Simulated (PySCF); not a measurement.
Consider C3H5FN2Si (SMILES Fc1cnn([SiH3])c1).

Input

```
{"job": {"kind": "nmr", "xc": "PBE0", "basis": "pcSseg-1"}, "charge": 0, "multiplicity": 1}
F     -2.889924     1.234805    -0.358990
C     -1.769279     0.529599    -0.154624
C     -1.679038    -0.824792     0.207000
N     -0.415560    -1.163253     0.320121
N      0.317416    -0.075499     0.045399
Si     2.071031    -0.254866     0.067746
C     -0.477795     0.979331    -0.251224
H     -2.467199    -1.527915     0.383037
H      2.363213    -1.008926     1.277700
H      2.460385    -0.950183    -1.157048
H      2.566235     1.121065     0.093889
H     -0.078286     1.939949    -0.499033
```

Run with:

```sh
OMP_NUM_THREADS=1 python probes_run.py task.json out
```

Geometry: GFN2-xTB.

All numbers below come from PBE0/pcSseg-1, SCF density, gas phase, non-relativistic (PySCF 2.14.0).

What can the converged electron density and electron localisation function tell about the bonding?

C–N (1.31 Å): ρ is about 2.6 e/Å³ halfway; the ELF peaks at about 0.90 between the atoms: localised, covalent bonding.
C–F (1.34 Å): ρ is about 2.3 e/Å³ halfway; the ELF peaks at about 0.85 between the atoms; a shared but strongly polarised pair.
N–N (1.34 Å): ρ at the midpoint is about 2.5 e/Å³; the ELF peaks at about 0.90 between the atoms; localised, covalent bonding.
C–C (1.37 Å): ρ is about 2.2 e/Å³ halfway; the ELF peaks at about 0.95 between the atoms; localised, covalent bonding.

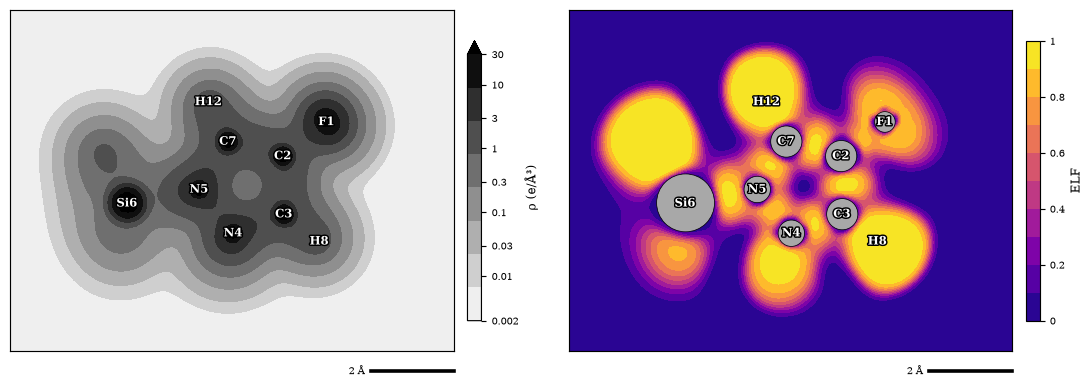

Computed electron density and electron localisation function on the plane of atoms F1, C2 and C7, in this order. Grey discs cover the atomic cores in the ELF map. 
